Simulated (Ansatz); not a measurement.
# Geometry relaxation of GeBH5SO (part 1 of 2)

The run: geometry relaxation of GeBH5SO, SMILES O[BH][GeH2][SH]. Method and program: RKS PBE0/def2-mTZVP (Ansatz 0.2.0).

It belongs to a series of runs on one base structure; here: end point A relaxed.

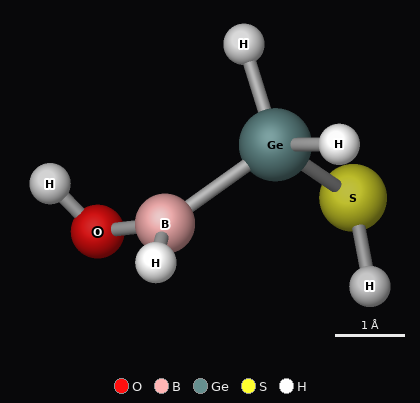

*The structure as given in the input (ball-and-stick view, seen at a tilt). Sticks mark near contacts.*

Bond lengths as drawn: B–Ge 2.01 Å, B–H 1.20 Å, B–O 1.41 Å, Ge–H 1.55 to 1.61 Å, Ge–S 2.13 Å, H–O 0.99 Å and H–S 1.44 Å.

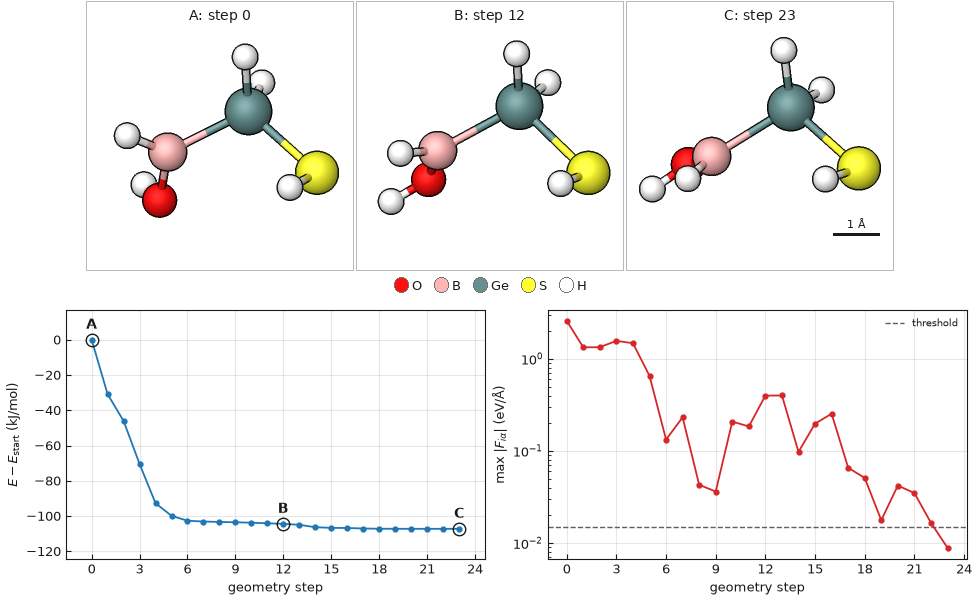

*Frames of the relaxation (ball-and-stick view, seen at a tilt) above the curves, on which the letters mark them (the first geometry is step 0 here and step 1 in the log).*

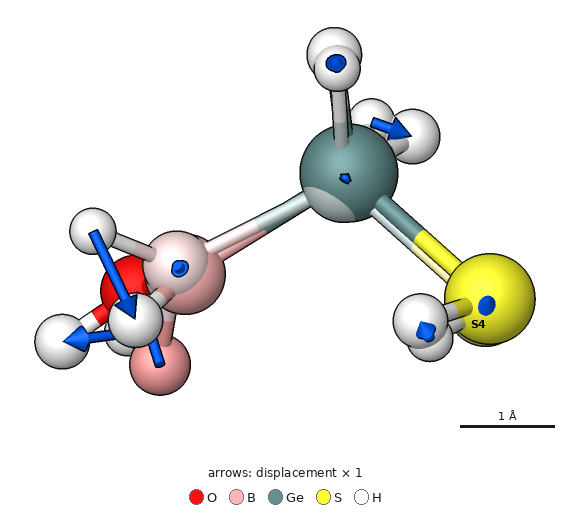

*Start (faint) and end (solid) with the displacements as blue arrows, at true length (ball-and-stick view, seen at a tilt). The two geometries are laid on each other by the best rigid fit.*

H6 moves most after the best rigid fit: 1.06 Å. By element the largest moves are H 1.06 Å, O 0.98 Å, S 0.34 Å, B 0.22 Å, Ge 0.11 Å. Distances before and after: Ge3–S4 2.133 → 2.251 Å, S4–H9 1.436 → 1.353 Å, B2–Ge3 2.006 → 2.074 Å, Ge3–H7 1.607 → 1.545 Å. Among the angles that change: S4–Ge3–H8 112.6° → 103.2°, B2–Ge3–H8 109.3° → 115.3°, B2–Ge3–H7 108.4° → 113.4°. Over 23 geometry steps the energy falls by 107.3 kJ/mol. The largest force component goes from 2.6 to 0.0089 eV/Å. (Atoms are counted from 1 in the order of the input.)

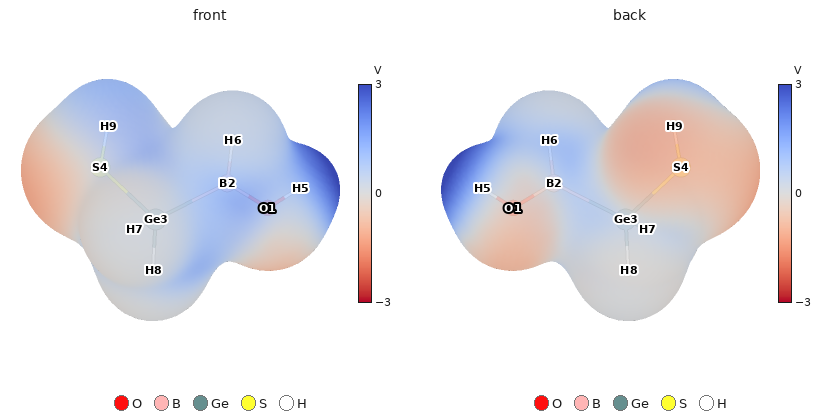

*The electrostatic potential painted on the density surface at 0.002 e/bohr³, seen face on and from behind; the colour scale runs from red (negative) to blue (positive).*

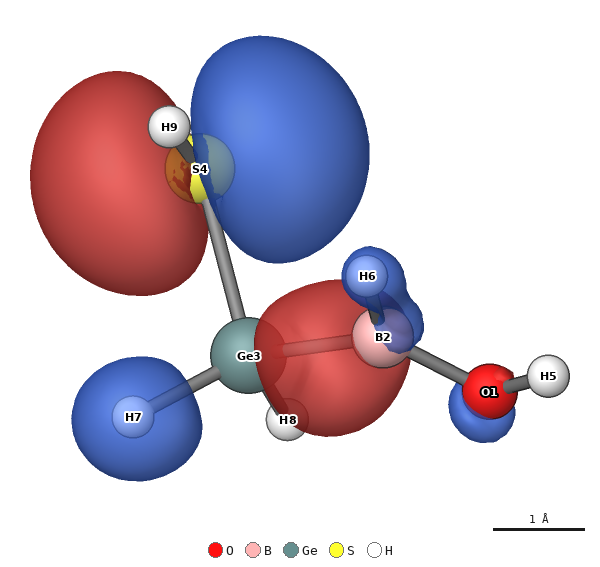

*One frontier orbital at ±0.1 Å⁻³ᐟ² (red and blue are the two phases), seen at a tilt.*

The HOMO, at −6.87 eV.

The input and output of the run follow.

Input file:
```yaml
crystal:
  periodic: [false, false, false]
  atoms:
    - { symbol: O, position_ang: [-0.7416, 1.1927, -1.4876] }
    - { symbol: B, position_ang: [0.2507, 0.977, -0.5136] }
    - { symbol: Ge, position_ang: [0.3787, -0.8423, 0.3225] }
    - { symbol: S, position_ang: [-1.4051, -1.3166, 1.3924] }
    - { symbol: H, position_ang: [-0.3716, 1.0028, -2.3863] }
    - { symbol: H, position_ang: [1.0016, 1.8565, -0.205] }
    - { symbol: H, position_ang: [1.6128, -0.8406, 1.3516] }
    - { symbol: H, position_ang: [0.7118, -1.8861, -0.7711] }
    - { symbol: H, position_ang: [-1.3488, -0.1897, 2.28] }
basis:
  gaussian: { orbitals: def2-mTZVP }
hamiltonian:
  xc: pbe0
relax:
  f_tol: 0.015
  max_steps: 40
output:
  orbitals: {}
```

Command:
```bash
ansatz run input.yaml --threads 2 --pin off --max-ram 3072MiB --backend cpu --events-out ev --progress --plain --runs-dir out
```

Log:
```
The last accepted step is kept in [file] (removed where the run ends without a failure and the disk answers)
Engine: ansatz 0.2.0, x86_64-unknown-linux-gnu
Functional definition: PBE0
  parameter a = 0.25
  parameter kappa = 0.804
  parameter beta = 0.06672455060314922
  exchange = (1 - a)*pbe_x(kappa = kappa, mu = beta*pi^2/3) + a*exact_x
  correlation = pbe_c(beta = beta)
1178 factors; integrals over basis functions are off by at most 4.7e-4 eV
mean field evaluation 1: about -70141.4187 eV, gradient 5.1e1 eV
mean field evaluation 2: about -70133.7723 eV, gradient 8.2e1 eV
mean field evaluation 4: about -70145.5829 eV, gradient 2.7e0 eV
mean field evaluation 8: about -70145.6181 eV, gradient 1.6e-1 eV
mean field evaluation 16: about -70145.6181 eV, gradient 3.3e-5 eV
mean field -70145.61810831 eV, -2577.8039190727 hartree, gradient 3.3e-5 eV, S^2 0.000000; 0 other end points of the search recorded, 0 dependent functions left out
the calculation of the forces begins
reference -70145.61814027 eV, -2577.8039202473 hartree; 33, 33 occupied and 83, 83 virtual orbitals, 1178 factors
relax step   1: F+E_penalty+E_count = -70145.61810831 eV  Δ(F+E_penalty+E_count) = +0.000e0 eV  max|allowed force component| = 2.583e0 eV/Å  Δτ_max = 0.0000 Å  (28 SCF iters, accepted)
these checks for a lower state are left out or cut short: starts, cluster_reference, orbital_swaps, neighbouring_geometries, increment
1178 factors; integrals over basis functions are off by at most 4.7e-4 eV
mean field -70145.93825896 eV, -2577.8156843922 hartree, gradient 1.7e-5 eV, S^2 0.000000; 0 other end points of the search recorded, 0 dependent functions left out
[... from here on the field's lines of each further geometry are left out, up to the last ...]
relax step   2: F+E_penalty+E_count = -70145.93825896 eV  Δ(F+E_penalty+E_count) = -3.202e-1 eV  max|allowed force component| = 1.332e0 eV/Å  Δτ_max = 0.1946 Å  (31 SCF iters, accepted)
relax step   3: F+E_penalty+E_count = -70146.09543103 eV  Δ(F+E_penalty+E_count) = -1.572e-1 eV  max|allowed force component| = 1.338e0 eV/Å  Δτ_max = 0.1728 Å  (31 SCF iters, accepted)
relax step   4: F+E_penalty+E_count = -70146.34832897 eV  Δ(F+E_penalty+E_count) = -2.529e-1 eV  max|allowed force component| = 1.567e0 eV/Å  Δτ_max = 0.1951 Å  (30 SCF iters, accepted)
relax step   5: F+E_penalty+E_count = -70146.57929006 eV  Δ(F+E_penalty+E_count) = -2.310e-1 eV  max|allowed force component| = 1.477e0 eV/Å  Δτ_max = 0.2000 Å  (29 SCF iters, accepted)
relax step   6: F+E_penalty+E_count = -70146.65329393 eV  Δ(F+E_penalty+E_count) = -7.400e-2 eV  max|allowed force component| = 6.534e-1 eV/Å  Δτ_max = 0.1198 Å  (30 SCF iters, accepted)
relax step   7: F+E_penalty+E_count = -70146.68227115 eV  Δ(F+E_penalty+E_count) = -2.898e-2 eV  max|allowed force component| = 1.332e-1 eV/Å  Δτ_max = 0.1997 Å  (30 SCF iters, accepted)
relax step   8: F+E_penalty+E_count = -70146.68693563 eV  Δ(F+E_penalty+E_count) = -4.664e-3 eV  max|allowed force component| = 2.315e-1 eV/Å  Δτ_max = 0.0393 Å  (30 SCF iters, accepted)
relax step   9: F+E_penalty+E_count = -70146.68934296 eV  Δ(F+E_penalty+E_count) = -2.407e-3 eV  max|allowed force component| = 4.295e-2 eV/Å  Δτ_max = 0.0193 Å  (31 SCF iters, accepted)
relax step  10: F+E_penalty+E_count = -70146.69134958 eV  Δ(F+E_penalty+E_count) = -2.007e-3 eV  max|allowed force component| = 3.630e-2 eV/Å  Δτ_max = 0.0697 Å  (30 SCF iters, accepted)
relax step  11: F+E_penalty+E_count = -70146.69389495 eV  Δ(F+E_penalty+E_count) = -2.545e-3 eV  max|allowed force component| = 2.085e-1 eV/Å  Δτ_max = 0.1651 Å  (31 SCF iters, accepted)
relax step  12: F+E_penalty+E_count = -70146.69711495 eV  Δ(F+E_penalty+E_count) = -3.220e-3 eV  max|allowed force component| = 1.846e-1 eV/Å  Δτ_max = 0.0586 Å  (30 SCF iters, accepted)
relax step  13: F+E_penalty+E_count = -70146.70085686 eV  Δ(F+E_penalty+E_count) = -3.742e-3 eV  max|allowed force component| = 3.988e-1 eV/Å  Δτ_max = 0.1951 Å  (30 SCF iters, accepted)
relax step  14: F+E_penalty+E_count = -70146.70619988 eV  Δ(F+E_penalty+E_count) = -5.343e-3 eV  max|allowed force component| = 4.002e-1 eV/Å  Δτ_max = 0.0728 Å  (30 SCF iters, accepted)
relax step  15: F+E_penalty+E_count = -70146.72036564 eV  Δ(F+E_penalty+E_count) = -1.417e-2 eV  max|allowed force component| = 9.773e-2 eV/Å  Δτ_max = 0.1800 Å  (31 SCF iters, accepted)
relax step  16: F+E_penalty+E_count = -70146.72419989 eV  Δ(F+E_penalty+E_count) = -3.834e-3 eV  max|allowed force component| = 1.978e-1 eV/Å  Δτ_max = 0.2000 Å  (30 SCF iters, accepted)
relax step  17: F+E_penalty+E_count = -70146.72497807 eV  Δ(F+E_penalty+E_count) = -7.782e-4 eV  max|allowed force component| = 2.537e-1 eV/Å  Δτ_max = 0.0656 Å  (30 SCF iters, accepted)
relax step  18: F+E_penalty+E_count = -70146.72800588 eV  Δ(F+E_penalty+E_count) = -3.028e-3 eV  max|allowed force component| = 6.576e-2 eV/Å  Δτ_max = 0.0702 Å  (30 SCF iters, accepted)
relax step  19: F+E_penalty+E_count = -70146.72931714 eV  Δ(F+E_penalty+E_count) = -1.311e-3 eV  max|allowed force component| = 5.095e-2 eV/Å  Δτ_max = 0.0354 Å  (31 SCF iters, accepted)
relax step  20: F+E_penalty+E_count = -70146.72963343 eV  Δ(F+E_penalty+E_count) = -3.163e-4 eV  max|allowed force component| = 1.773e-2 eV/Å  Δτ_max = 0.0217 Å  (31 SCF iters, accepted)
relax step  21: F+E_penalty+E_count = -70146.72978397 eV  Δ(F+E_penalty+E_count) = -1.505e-4 eV  max|allowed force component| = 4.218e-2 eV/Å  Δτ_max = 0.0348 Å  (30 SCF iters, accepted)
relax step  22: F+E_penalty+E_count = -70146.72983199 eV  Δ(F+E_penalty+E_count) = -4.802e-5 eV  max|allowed force component| = 3.496e-2 eV/Å  Δτ_max = 0.0170 Å  (26 SCF iters, accepted)
relax step  23: F+E_penalty+E_count = -70146.72986360 eV  Δ(F+E_penalty+E_count) = -3.161e-5 eV  max|allowed force component| = 1.662e-2 eV/Å  Δτ_max = 0.0084 Å  (23 SCF iters, accepted)
the calculation of the forces begins
reference -70146.72990272 eV, -2577.8447767638 hartree; 33, 33 occupied and 83, 83 virtual orbitals, 1178 factors
relax step  24: F+E_penalty+E_count = -70146.72987035 eV  Δ(F+E_penalty+E_count) = -6.750e-6 eV  max|allowed force component| = 8.913e-3 eV/Å  Δτ_max = 0.0047 Å  (22 SCF iters, accepted)
1178 factors; integrals over basis functions are off by at most 8.1e-4 eV
mean field evaluation 192: about -70146.7299 eV, gradient 3.9e-5 eV
mean field -70146.72987035 eV, -2577.8447755742 hartree, gradient 2.7e-5 eV, S^2 0.000000; 1 other end points of the search recorded, 0 dependent functions left out
the calculation of the forces begins
reference -70146.72990272 eV, -2577.8447767638 hartree; 33, 33 occupied and 83, 83 virtual orbitals, 1178 factors
Total energy: -70146.72990272 eV, -2577.8447767638 hartree
Atom 0 at     0.035592     0.876062    -1.996509 Å, force     0.002052    -0.001873     0.001650 eV/Å
Atom 1 at     0.109464     0.869579    -0.651126 Å, force     0.002143     0.000121    -0.003449 eV/Å
Atom 2 at     0.433861    -0.931689     0.324590 Å, force    -0.002144    -0.004542     0.001338 eV/Å
Atom 3 at    -1.303619    -1.255813     1.718666 Å, force     0.004523     0.008913     0.001887 eV/Å
Atom 4 at    -0.151499     1.745511    -2.372206 Å, force    -0.002000     0.001075    -0.000520 eV/Å
Atom 5 at    -0.045390     1.887304    -0.030999 Å, force    -0.000521     0.000463     0.002088 eV/Å
Atom 6 at     1.735507    -0.952912     1.156306 Å, force    -0.001881     0.000572    -0.002226 eV/Å
Atom 7 at     0.402371    -2.180241    -0.573248 Å, force     0.001252     0.001584     0.000275 eV/Å
Atom 8 at    -1.127785    -0.104100     2.407426 Å, force    -0.003425    -0.006313    -0.001042 eV/Å
Dipole moment:     0.187621     0.637702    -0.307018 e Å
```

Trajectory as extended XYZ (Å, eV, eV/Å), 24 frames, from step=1 to step=24:
```
9
Properties=species:S:1:pos:R:3:forces:R:3 step=1 energy=-70145.61811
O    -0.7416    1.1927   -1.4876    1.6153  -0.3912  -0.3865
B     0.2507    0.9770   -0.5136   -1.0105   0.8485  -1.1945
Ge    0.3787   -0.8423    0.3225    2.5834  -0.0973   0.3158
S    -1.4051   -1.3166    1.3924   -1.5646   0.6450   1.8473
H    -0.3716    1.0028   -2.3863   -0.7420   0.3842   0.8945
H     1.0016    1.8565   -0.2050   -0.0015   0.2449  -0.0156
H     1.6128   -0.8406    1.3516   -0.6061  -0.1638  -0.5158
H     0.7118   -1.8861   -0.7711   -0.2863  -0.1251   0.1773
H    -1.3488   -0.1897    2.2800    0.0122  -1.3452  -1.1224
9
Properties=species:S:1:pos:R:3:forces:R:3 step=2 energy=-70145.93826
O    -0.7224    1.2133   -1.5179    1.3324  -0.6380  -0.2682
B     0.3024    1.0146   -0.5969   -1.0714   0.6484  -0.0973
Ge    0.4502   -0.7975    0.3945    0.3888  -0.7106  -0.2938
S    -1.4350   -1.3982    1.4245    0.0829   0.7532   0.5045
H    -0.4050    1.1256   -2.4398   -0.5153   0.3478   0.5074
H     0.9894    1.9525   -0.2800    0.1811  -0.0790  -0.1844
H     1.6465   -0.9002    1.3820   -0.1638   0.0555  -0.0440
H     0.6106   -1.9661   -0.6254    0.0482   0.1914   0.0964
H    -1.3483   -0.2904    2.2419   -0.2830  -0.5686  -0.2205
9
Properties=species:S:1:pos:R:3:forces:R:3 step=3 energy=-70146.09543
O    -0.7186    1.1455   -1.5618    1.3040  -0.6979  -0.9094
B     0.2699    1.0223   -0.6054   -0.4286   0.2919  -0.2846
Ge    0.4878   -0.8140    0.3999   -0.5543  -0.1392  -0.0979
S    -1.4239   -1.3862    1.4790    0.1634   0.0884  -0.0285
H    -0.3543    1.2865   -2.4774   -0.7232   0.4135   1.3375
H     0.9908    1.9682   -0.3750    0.0707  -0.2203  -0.1579
H     1.6597   -0.9276    1.3829    0.1275   0.0785   0.1045
H     0.6157   -1.9939   -0.6100   -0.0062   0.2343   0.1157
H    -1.4385   -0.3471    2.3507    0.0466  -0.0491  -0.0793
9
Properties=species:S:1:pos:R:3:forces:R:3 step=4 energy=-70146.34833
O    -0.6929    1.0095   -1.6190    1.5675   0.0473  -0.5683
B     0.2546    1.0014   -0.6196   -0.2602  -0.1200  -0.4390
Ge    0.4903   -0.8276    0.4090   -0.7335   0.2185   0.0467
S    -1.4238   -1.3812    1.5083    0.1426  -0.1552  -0.1796
H    -0.3368    1.4725   -2.4213   -0.8788  -0.0037   1.1194
H     0.9870    1.9591   -0.4554   -0.1341  -0.2945  -0.1590
H     1.6602   -0.9231    1.3905    0.1787   0.0651   0.1279
H     0.6181   -1.9957   -0.6016   -0.0245   0.1343   0.0807
H    -1.4682   -0.3612    2.3921    0.1423   0.1081  -0.0287
9
Properties=species:S:1:pos:R:3:forces:R:3 step=5 energy=-70146.57929
O    -0.5786    0.9430   -1.6404   -0.3289   0.3515  -1.4773
B     0.3493    0.9625   -0.6937    0.2281  -0.2871   0.9129
Ge    0.4139   -0.7992    0.4361   -0.1365   0.1109  -0.0663
S    -1.4629   -1.4623    1.5144    0.2445   0.1289  -0.1665
H    -0.4609    1.6097   -2.3453   -0.2741  -0.1565   0.5650
H     1.1064    1.8818   -0.5598    0.1197  -0.0020  -0.0939
H     1.5988   -0.7533    1.4125    0.0641  -0.1785   0.1735
H     0.5810   -1.9581   -0.5703    0.0987  -0.0388   0.0899
H    -1.4586   -0.4705    2.4294   -0.0157   0.0717   0.0626
```
